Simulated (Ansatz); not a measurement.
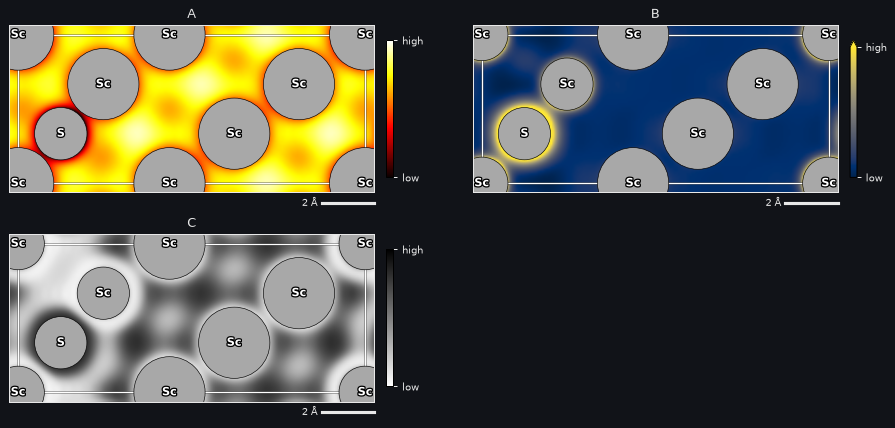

Sc₅S: 3 fields on the (110) plane of the conventional cell, with unlabelled colour scales. Grey discs cover the atomic cores.

Space group P-3m1; a generated structure, not necessarily the stable one; changed on purpose from its base cell (volume × 0.88, shape and atoms relaxed); computed pressure about 9 GPa in this cell; computed without spin polarisation.

All numbers below come from DFT PBE, scalar-relativistic, plane waves, PAW (Ansatz).

Q: Which field does each panel show? The fields are: electron localisation function, electrostatic potential energy of an electron and valence pseudo-density.

A: Panel A: electrostatic potential energy of an electron (low next to the atoms, rising into the space between them). Panel B: valence pseudo-density. Panel C: electron localisation function. From the grid: Sc–S (2.49 Å): ρ at the midpoint is about 0.37 e/Å³; the ELF peaks at about 0.85 in the valence shell of S, 0.8 Å from its nucleus, and is about 0.35 at the midpoint.
